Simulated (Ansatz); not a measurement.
# C₃H₃NS: phonon calculation

- system: C₃H₃NS
- method: RKS PBE0-D4/def2-TZVP (Ansatz 0.2.0)

The geometry comes from this level: PBE0-D4/def2-TZVP. Figures and captions count atoms from 1; the log counts them from 0 in places.

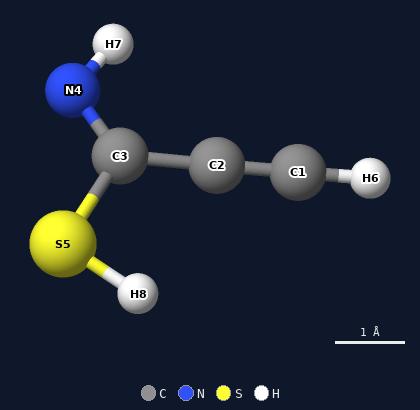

Figure 1. The structure (ball-and-stick view, seen at a tilt; atoms are numbered from 1 in the order of the input).

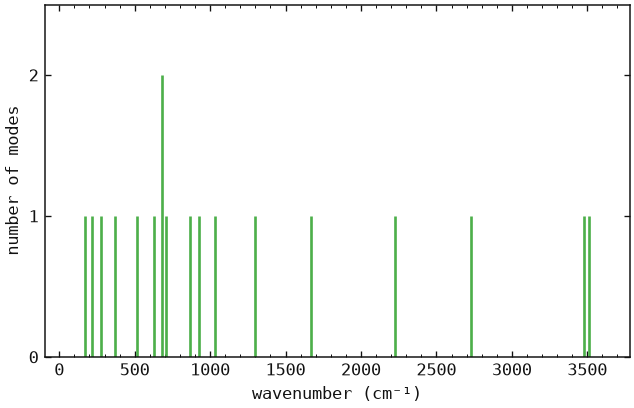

Figure 2. Harmonic vibrational wavenumbers from the force constants; neighbouring modes closer than 15 cm⁻¹ are counted in one stick. 18 modes from 170 to 3513 cm⁻¹, none imaginary.

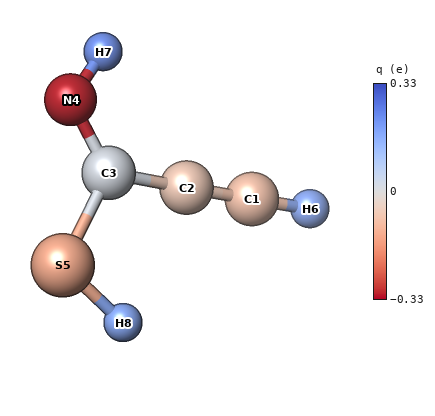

Figure 3. Mulliken charges, as the colour of each atom (ball-and-stick view, seen at a tilt; atoms are numbered from 1 in the order of the input). By element: C −0.09 to +0.02, N −0.31, S −0.13 and H +0.17 to +0.22 e.

The input that produced these results follows, with the program's output.

**Input file**
```yaml
crystal:
  periodic: [false, false, false]
  atoms:
    - {symbol: C, position_ang: [1.166949, -0.419150, 1.358202]}
    - {symbol: C, position_ang: [0.460742, -0.108299, 0.437213]}
    - {symbol: C, position_ang: [-0.367568, 0.271664, -0.665591]}
    - {symbol: N, position_ang: [-0.035870, 1.059165, -1.602730]}
    - {symbol: S, position_ang: [-1.987027, -0.426486, -0.707289]}
    - {symbol: H, position_ang: [1.798382, -0.690412, 2.171851]}
    - {symbol: H, position_ang: [0.915588, 1.395177, -1.469407]}
    - {symbol: H, position_ang: [-1.859096, -1.138859, 0.421950]}
basis:
  gaussian: {orbitals: def2-TZVP}
hamiltonian: {xc: pbe0, dispersion: d4}
phonons: {temperatures: {t_min: 298.15, t_max: 900, t_step: 200}}
```

Command:
```bash
ansatz run in.yaml --threads 2 --pin off --events-out ev --progress --plain --max-ram 4352MiB
```

**The program's output**
```
Functional definition: PBE0
  name "PBE0"
  cite "Adamo & Barone, J. Chem. Phys. 110, 6158 (1999) doi:10.1063/1.478522"
  cite "Perdew, Burke & Ernzerhof, Phys. Rev. Lett. 77, 3865 (1996) doi:10.1103/PhysRevLett.77.3865"
  parent pbe
  parameter a = 0.25
  parameter kappa = 0.804
  parameter beta = 0.06672455060314922
  exchange = (1 - a)*pbe_x(kappa = kappa, mu = beta*pi^2/3) + a*exact_x
  correlation = pbe_c(beta = beta)
1098 factors; their error is unknown
mean field evaluation 1: about -15465.5969 eV, gradient 6.5e1 eV
mean field evaluation 2: about -15445.5382 eV, gradient 1.1e2 eV
mean field evaluation 4: about -15474.8634 eV, gradient 1.3e1 eV
mean field evaluation 8: about -15475.2341 eV, gradient 1.3e-1 eV
mean field evaluation 16: about -15475.2661 eV, gradient 5.1e-4 eV
mean field -15475.26613337 eV, -568.7055408891 hartree, gradient 3.9e-5 eV, S^2 0.000000; 0 other end points of the search recorded, 0 dependent functions left out
the calculation of the forces begins
reference -15475.26615979 eV, -568.7055418600 hartree; 22, 22 occupied and 157, 157 virtual orbitals, 1098 factors
these checks for a lower state are left out or cut short: stability, starts, cluster_reference, orbital_swaps, neighbouring_geometries, increment
1098 factors; their error is unknown
mean field -15475.26599108 eV, -568.7055356602 hartree, gradient 2.2e-6 eV, S^2 0.000000; 0 other end points of the search recorded, 0 dependent functions left out
[... from here on the field's lines of each further geometry are left out, up to the last ...]
the calculation of the forces begins
reference -15475.26609833 eV, -568.7055396014 hartree; 22, 22 occupied and 157, 157 virtual orbitals, 1098 factors
these checks for a lower state are left out or cut short: stability, starts, cluster_reference, orbital_swaps, neighbouring_geometries, increment
1098 factors; their error is unknown
mean field evaluation 352: about -15475.2661 eV, gradient 2.0e-4 eV
mean field -15475.26607571 eV, -568.7055387701 hartree, gradient 2.2e-6 eV, S^2 0.000000; 0 other end points of the search recorded, 0 dependent functions left out
the calculation of the forces begins
reference -15475.26610212 eV, -568.7055397409 hartree; 22, 22 occupied and 157, 157 virtual orbitals, 1098 factors
Total energy: -15475.42304782 eV, -568.7113073888 hartree
Atom 0 at     1.166949    -0.419150     1.358202 Å, force    -0.000324     0.000066    -0.000371 eV/Å
Atom 1 at     0.460742    -0.108299     0.437213 Å, force     0.000520     0.000714    -0.000762 eV/Å
Atom 2 at    -0.367568     0.271664    -0.665591 Å, force     0.000349     0.000185    -0.000059 eV/Å
Atom 3 at    -0.035870     1.059165    -1.602730 Å, force    -0.000429    -0.000273     0.000100 eV/Å
Atom 4 at    -1.987027    -0.426486    -0.707289 Å, force    -0.000344    -0.000670     0.000739 eV/Å
Atom 5 at     1.798382    -0.690412     2.171851 Å, force     0.000139    -0.000392     0.000721 eV/Å
Atom 6 at     0.915588     1.395177    -1.469407 Å, force     0.000227    -0.000014     0.000233 eV/Å
Atom 7 at    -1.859096    -1.138859     0.421950 Å, force    -0.000139     0.000385    -0.000600 eV/Å
Dipole moment:     0.308615    -0.233471     0.545693 e Å
Vibrations: 169.64 217.16 275.62 372.33 516.66 630.88 676.47 690.07 710.18 869.04 924.13 1034.93 1298.59 1666.78 2223.88 2727.77 3476.68 3512.63 cm⁻¹, zero-point energy 1.363420 eV
```

**Results in brief**

- outcome: converged
- total energy: −15475.4230 eV
- mean-field energy: −15475.2662 eV
- dispersion energy: −0.1569 eV
- largest force (length of the vector): 0.001 eV/Å
- dipole moment: 3.21 D
- hardware: 2 threads of Arm Neoverse V2, 23 GiB of memory available, shared host
- wall time: 2 min (CPU time 4 min)
- peak memory: 0.43 GiB
